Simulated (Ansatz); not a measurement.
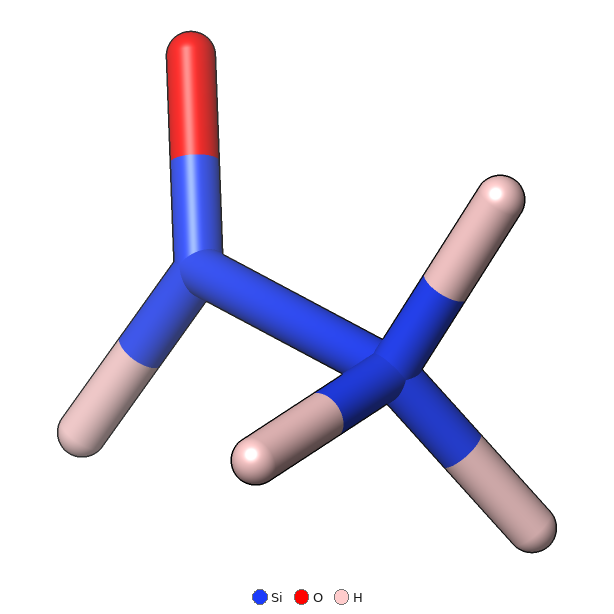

Stick drawing of a structure. Every bond is drawn as one stick, whatever its order.

The geometry was computed by an optimisation with PBE0-D4/def2-TZVP.

Identify the structure.

It has 7 atoms: 4 hydrogen, 1 oxygen and 2 silicon (H₄OSi₂). This geometry has Cs symmetry. Coordination: 1 Si trigonal planar; 1 Si tetrahedral.

The parts below concern this one geometry. Atoms keep their numbers from picture to picture.

Electronic properties

Level of theory: RKS PBE0-D4/def2-TZVPP (Ansatz 0.2.0).

What does the calculation give?

- HOMO energy (Kohn–Sham orbital): −7.76 eV
- LUMO energy (Kohn–Sham orbital): −2.42 eV
- HOMO–LUMO gap: 5.34 eV
- dispersion correction: −11.0 kJ/mol

Vibrations

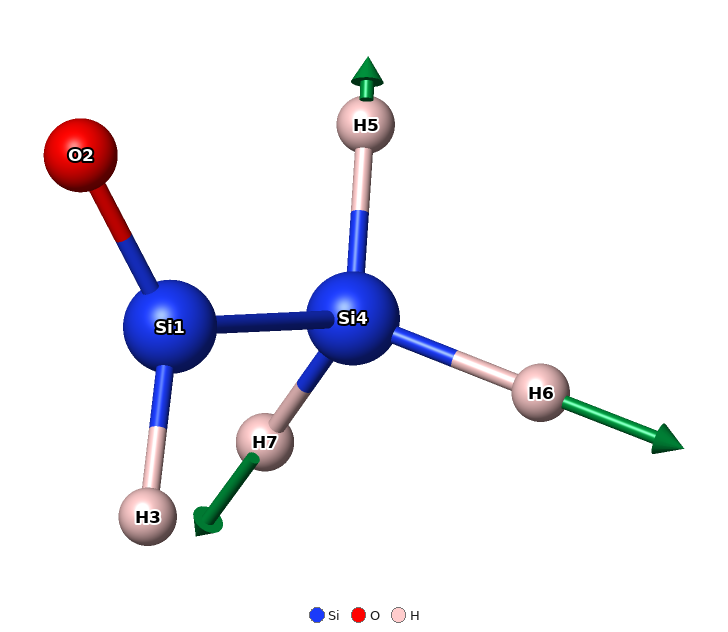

The arrows show one normal mode. Harmonic vibrations computed with RKS PBE0-D4/def2-TZVP (Ansatz 0.2.0) at a stationary point of the same level.

What kind of motion is it?

Mostly in-phase stretching of 2 Si–H bonds.

At what wavenumber does it lie?

2220 cm⁻¹; it is mode 13 of 15 counted from the lowest.

Dipole moment

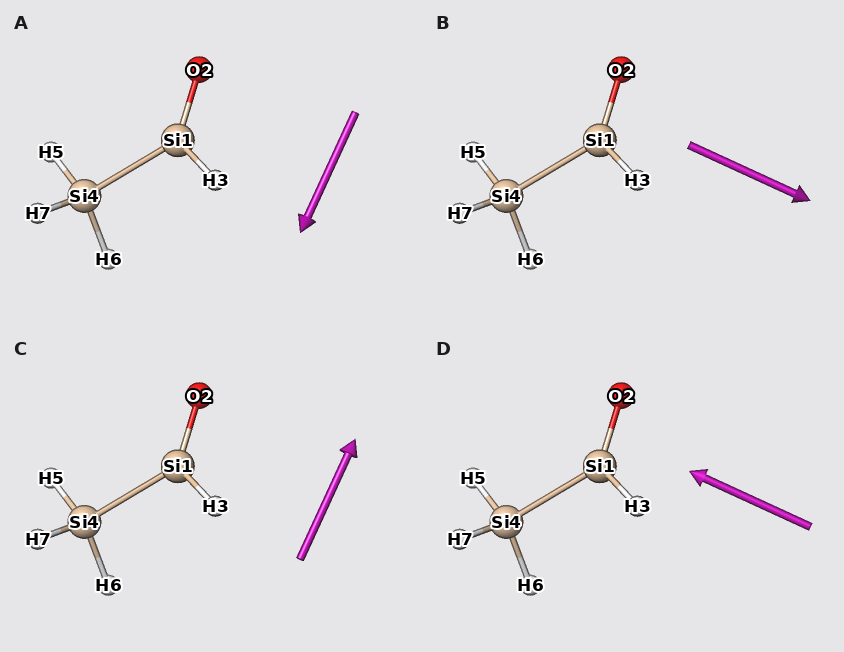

The same molecule four times, each with an arrow. Method: RKS PBE0-D4/def2-TZVP (Ansatz 0.2.0).

Which arrow points along the dipole moment, from the negative to the positive end?

A. The dipole moment is 3.90 D; it points from the side of O2 to the side of H6, H7 (the outermost atoms at the two ends).
